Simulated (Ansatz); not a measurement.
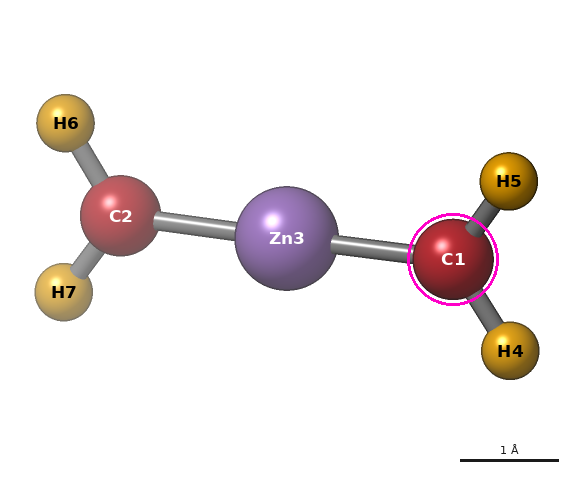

Orthographic view. Atoms fade into the background with distance from the viewer. Computed geometry: PBE-D4/def2-SVP optimisation. No frequency run is at hand to confirm it as a minimum.

Question: Which atoms are bonded to the circled atom?

Answer: The circled atom is C1; it is bonded to Zn3, H4, H5.

Question: What is the shortest path along bonds from the circled atom to H7?

Answer: C1–Zn3–C2–H7, 3 bonds; through space the two are 4.43 Å apart.

Question: Which atom is nearest the viewer?

Answer: H5, 1.2 Å in front of the mean position.

Question: Which atom is farthest from the viewer?

Answer: H7, 1.2 Å behind the mean position.
